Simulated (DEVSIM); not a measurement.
System: Co/AlN/p-In0.53Ga0.47As capacitor, at 300 K.

```csv
layer (left to right),material,thickness (nm),Na (cm⁻³)
1,AlN,9.00,-
2,In0.53Ga0.47As,4600,1.5e15
```

Metal gate on the left, work function 5 eV. Fixed charge at the semiconductor interface -2e11 cm⁻² (in units of +e); no interface traps.

Constants are typed, rounded textbook-type inputs, not results; the design itself was drawn at random and stands for no fabricated device. Values at 300 K.

| parameter | AlN | In0.53Ga0.47As |
|---|---|---|
| gap (eV) | 6.1 | 0.74 |
| affinity (eV) | 1.9 | 4.51 |
| permittivity | 8.5 | 13.9 |
| Nc (cm⁻³) | - | 2.1e17 |
| Nv (cm⁻³) | - | 7.7e18 |

Model (solved in DEVSIM): 1D Poisson equation in equilibrium, Boltzmann statistics, complete ionisation; no quantum confinement or tunnelling. Metal contacts follow the ideal Schottky-Mott rule: no Fermi-level pinning, no interface dipoles.

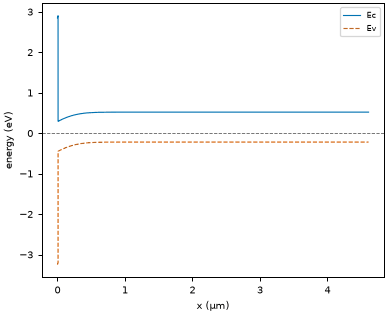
Figure. Band edges at 0.25 V on the gate

Energies count from the Fermi level of the right contact; mesh points crowd at the junctions.

| x (μm) | Ec (eV) | Ev (eV) | n (cm⁻³) | p (cm⁻³) | field (V/cm) |
|---|---|---|---|---|---|
| 0.000 | 2.850 | -3.250 | < 1e2 | < 1e2 | 57000 |
| 0.001299 | 2.857 | -3.243 | < 1e2 | < 1e2 | 57000 |
| 0.003796 | 2.872 | -3.228 | < 1e2 | < 1e2 | 57000 |
| 0.006798 | 2.889 | -3.211 | < 1e2 | < 1e2 | 57000 |
| 0.008880 | 2.901 | -3.199 | < 1e2 | < 1e2 | 57000 |
| 0.01020 | 0.292 | -0.448 | 2.6e12 | 2.3e11 | 8900 |
| 0.01336 | 0.295 | -0.445 | 2.3e12 | 2.6e11 | 8800 |
| 0.02415 | 0.305 | -0.435 | 1.6e12 | 3.7e11 | 8600 |
| 0.04463 | 0.322 | -0.418 | 8.3e11 | 7.2e11 | 8200 |
| 0.09366 | 0.360 | -0.380 | 1.9e11 | 3.1e12 | 7200 |
| 0.2014 | 0.426 | -0.314 | 1.5e10 | 4.1e13 | 5100 |
| 0.5802 | 0.513 | -0.227 | 5.0e8 | 1.2e15 | 500 |
| 1.299 | 0.519 | -0.221 | 4.0e8 | 1.5e15 | ≈ 0 |
| 2.795 | 0.519 | -0.221 | 4.0e8 | 1.5e15 | ≈ 0 |
| 3.996 | 0.519 | -0.221 | 4.0e8 | 1.5e15 | ≈ 0 |
| 4.338 | 0.519 | -0.221 | 4.0e8 | 1.5e15 | ≈ 0 |
| 4.494 | 0.519 | -0.221 | 4.0e8 | 1.5e15 | ≈ 0 |
| 4.558 | 0.519 | -0.221 | 4.0e8 | 1.5e15 | ≈ 0 |
| 4.593 | 0.519 | -0.221 | 4.0e8 | 1.5e15 | ≈ 0 |
| 4.602 | 0.519 | -0.221 | 4.0e8 | 1.5e15 | ≈ 0 |
| 4.607 | 0.519 | -0.221 | 4.0e8 | 1.5e15 | ≈ 0 |
| 4.609 | 0.519 | -0.221 | 4.0e8 | 1.5e15 | ≈ 0 |
